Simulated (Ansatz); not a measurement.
# Tc of Li (Im-3m) from its phonons, part 2 of 2

Each step names its level of theory.

So far, log mean phonon energy ħω_log (meV): step 2 (coupling and resistivity: PseudoDojo files, PBE PseudoDojo norm-conserving) 12.8; step 3 (coupling and resistivity: finite displacements, PBE) 13.1.

In doubt: the program doubts the meshes or the phonons of the coupling sums, which bears on λ, Tc and transport values.

## (4) Resistivity: r2SCAN at its own relaxed cell

The functional sets the lattice constant, the bands and the force constants.

This step: DFT r2SCAN, scalar-relativistic, plane waves, PAW; PAW set soft_1 (Ansatz 0.2.0).

Input file input.yaml:

```yaml
crystal:
  lattice:
    - [-1.7393478982, 1.7393478982, 1.7393478982]
    - [1.7393478982, -1.7393478982, 1.7393478982]
    - [1.7393478982, 1.7393478982, -1.7393478982]
  atoms:
    - { symbol: Li, position: [0.0, 0.0, 0.0] }
kpoints:
  mp_grid: { grid: [12, 12, 12] }
hamiltonian:
  xc: r2scan
  pseudopotentials: { kind: paw, azcp: { folder: soft_1 } }
scf:
  occupations: { method: methfessel_paxton, width: 0.2 }
output:
  eigenvalues: true
phonons:
  method: dfpt
  qmesh: [4, 4, 4]
  temperatures: { t_max: 1000, t_step: 50 }
  qpath:
    path:
      - [[0.0, 0.0, 0.0], [0.5, -0.5, 0.5], [0.0, 0.0, 0.5], [0.0, 0.0, 0.0], [0.25, 0.25, 0.25], [0.5, -0.5, 0.5]]
      - [[0.25, 0.25, 0.25], [0.0, 0.0, 0.5]]
    npoints: 6
  electrical_resistivity:
    mesh: [16, 16, 16]
    temperatures: [20.0, 50.0, 80.0, 100.0, 150.0, 200.0, 273.0, 300.0, 400.0, 500.0, 600.0, 800.0]
  superconductivity: { mesh: [16, 16, 16], eliashberg_equations: false }
```

Command:

```
ansatz run input.yaml --threads 16 --pin off --max-ram 92160MiB --backend cuda --events-out ev --progress --plain --runs-dir out --max-vram 78GiB
```

What it wrote:

```text
[...]
Crystal: 1 atoms, lattice volume = 21.048 Å³
Basis set: ecut = 500 eV, 555 PW (Γ), exchange–correlation on 120×120×120 points (125 copies of the dense FFT grid, shifted against one another)
Bands: 6, of which v1, the nominal top of the filled ones, is band 2 counted from 1 (1 counted from 0)
Symmetry: 48 space group operations
k-points: 163 of 1728 (irreducible under 8 space group operations, time reversal used)
[...]
SCF iter   2: F=—  HF=-205.128368 eV  |F-HF|=—  |Δ(HF+E_count)|=   1.37e-2  S|Δr|=    0.00e0  Δρ=2.06e-3  dr2=1.04e-3  dr2_τ=3.42e-6  ethr=1.29e-4  ⟨swp⟩=3.0  Hψ=1882  notcnv=0
[...]
SCF iter   7: F=-205.129641 eV  HF=-205.129641 eV  |F-HF|=3.13e-13  |Δ(HF+E_count)|=  2.44e-10  S|Δr|=    0.00e0  Δρ=6.64e-8  dr2=2.97e-13  dr2_τ=1.22e-14  ethr=1.00e-12  ⟨swp⟩=2.6  Hψ=3079  notcnv=0
SCF 1 converged in 7 iterations: F = -205.129641 eV  dr2 = 2.97e-13
[...]
DFPT response loops at Γ: preconditioner auto → Kerker (q_TF=auto, 1.972 Å⁻¹) (partly filled bands, converged f_vac=0.000); β = 1.00, the filter's whole step (`scf.mixing.beta` (0.50) is not read by the response loops under this deck's `scf.mixing.preconditioner`; to damp them name `kerker` or `kerker_dos`, under which they read `scf.mixing.beta`, and type it under 1.00, their step now; both keys bind the ground state too); Broyden in place of MSR1
[...]
NSCF: frozen V_eff on 72 k-points, pencils in batches of 32, up to order 24
[...]
NSCF: frozen V_eff on 1872 k-points
[...]
k-points: 72 of 1728
[...]
SCF iter   2: F=—  HF=-205.128368 eV  |F-HF|=—  |Δ(HF+E_count)|=   1.37e-2  S|Δr|=    0.00e0  Δρ=2.06e-3  dr2=1.04e-3  dr2_τ=3.42e-6  ethr=1.29e-4  ⟨swp⟩=3.0  Hψ=830  notcnv=0
[...]
SCF 2 converged in 7 iterations: F = -205.129641 eV  dr2 = 2.97e-13
[...]
SCF converged after 7 iterations
[...]
vibrations of 64 cells: unjudged by the run; compare a larger repeat
[...]
--- Superconductivity: potentials and phonons of a 4×4×4 supercell ---
[...]
mesh         λ    ħω_log (meV)  μ* declared at (meV)
       16×16×16    0.4418          14.292               21.592
          8×8×8    0.5144          12.428               20.446
          4×4×4    0.9593           9.371               17.211
  λ by the species' shares of the modes' patterns: Li 0.4418
[...]
0.08      1.677         1.715             -             -             -             -              -
      0.10      1.173         1.197             -             -             -             -              -
      0.12      0.770         0.785             -             -             -             -              -
      0.13      0.606         0.617             -             -             -             -              -
      0.14      0.466         0.474             -             -             -             -              -
      0.16      0.254         0.258             -             -             -             -              -
      0.20      0.046         0.046             -             -             -             -              -
[...]
vibrations of 64 cells: unjudged by the run; compare a larger repeat
[...]
```

Elapsed: 95 s, on 1 × NVIDIA GB200 with 16 threads of Arm Neoverse V2, shared host; peak memory 2.1 GiB; 17 min of CPU time.

Numbers from this step:

```
volume per atom                                         : 21.05 Å³/atom
zero point energy                                       : 0.03954 eV/cell
share of imaginary modes                                : 0.0013
highest frequency on the path or at a solved wavevector : 330.9 cm⁻¹
Debye temperature (second moment)                       : 423 K
resistivity at 300 K                                    : 9.82 μΩ cm
coupling constant λ                                     : 0.4418
density of states at the Fermi level                    : 0.2165 states/eV a spin and cell
log mean phonon energy ħω_log                           : 14.29 meV
transport coupling constant λ_tr                        : 0.5058, 0.5058, 0.5058 (xx, yy, zz)
Drude plasma energy                                     : 6.886, 6.886, 6.886 eV (xx, yy, zz)
resistivity times mean free path                        : 9.816, 9.816, 9.816 × 10⁻¹⁶ Ω m² (xx, yy, zz)
second-moment phonon energy ħω₂                         : 21.59 meV
coupling λ by branch                                    : 0.253, 0.0805, 0.109 (branches by rank of frequency)
```

Transition temperatures:

```
  μ*  McMillan Tc (K)  Allen–Dynes Tc (K)
0.08             1.68                1.72
 0.1             1.17                 1.2
0.12             0.77               0.785
0.13            0.606               0.617
0.14            0.466               0.474
0.16            0.254               0.258
 0.2           0.0456              0.0462
```

Table of Eliashberg function α²F by phonon energy; read off at these points:

```
phonon energy (meV)      α²F   α²F tr
                2.0  0.00397   2.7e-4
                4.0   0.0142  0.00500
                6.0   0.0505   0.0539
                8.0   0.0876    0.120
               10.0   0.0978    0.134
               12.0    0.108    0.149
               14.0    0.128    0.183
               16.0    0.138    0.209
               18.0   0.0910    0.119
               20.0   0.0770   0.0933
               22.0   0.0790   0.0947
               24.0   0.0932    0.118
               26.0   0.0921    0.108
               28.0   0.0888   0.0923
               30.0   0.0929   0.0859
               32.0    0.106   0.0903
               34.0    0.118   0.0968
               36.0    0.156    0.123
               38.0    0.314    0.252
               38.7    0.343    0.316
               40.0    0.145    0.112
```

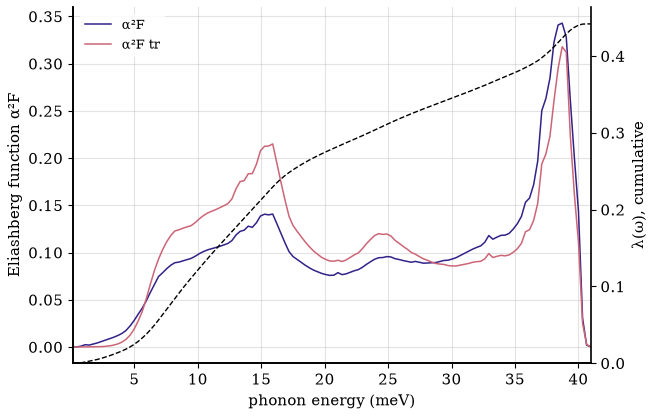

Eliashberg function α²F against phonon energy. The dashed line is the running λ.

## (5) Results

| Item | Value |
| --- | --- |
| meshes | q 4×4×4, k 12×12×12, scattering 16×16×16 |
| coupling constant λ | 0.442 |
| log mean phonon energy ħω_log | 14.3 meV |
| Allen–Dynes Tc at μ* = 0.1 | 1.2 K |
| Allen–Dynes Tc at μ* = 0.13 | 0.617 K |

What this shows: In the last run (r2SCAN, q 4×4×4, k 12×12×12, scattering 16×16×16), with λ = 0.44 and ħω_log = 14.3 meV, Tc at μ* = 0.13 is 0.61 K by McMillan's formula and 0.62 K by Allen and Dynes's. Measured: transition temperature: 0.0004 K (below 0.4 mK, ambient pressure; low-temperature measurement; “Superconductivity in lithium below 0.4 millikelvin at ambient pressure”, 2007, Nature, 10 May 2007). At μ* = 0.13 the calculation gives 0.62 K, far above it. These runs do not show the cause; candidates are the relaxed cell, a larger μ*, another crystal phase in the cold and the meshes. Raising μ* from 0.10 to 0.16 lowers the Allen–Dynes value from 1.2 to 0.26 K. By the run's own test λ is not converged in the fine mesh: it moves by 16 % between the two finest. The run's transport test calls it not converged in the mesh; ρ(300 K) moves by 11 % in the component that moves most. In 3 of the runs shown, the last among them, the interpolated phonons dip below zero somewhere, which the program warns of. Over the runs, λ takes the values 0.480, 0.479 and 0.442, in the order shown. μ* is a typed number, phonons are harmonic, and spin fluctuations are left out; at μ* = 0.13 McMillan's formula turns 1 % in λ into about 6.3 % in Tc.

[Logs are printed without paths, hosts, clocks, repeated set-up lines and the standing remarks that a program may print on its own settings, such as how far it seeks lower states.]

[Hosts, paths, dates, database ids (printed as entryN), source tags and the programs' standing remarks are cut or masked in the printed files.]
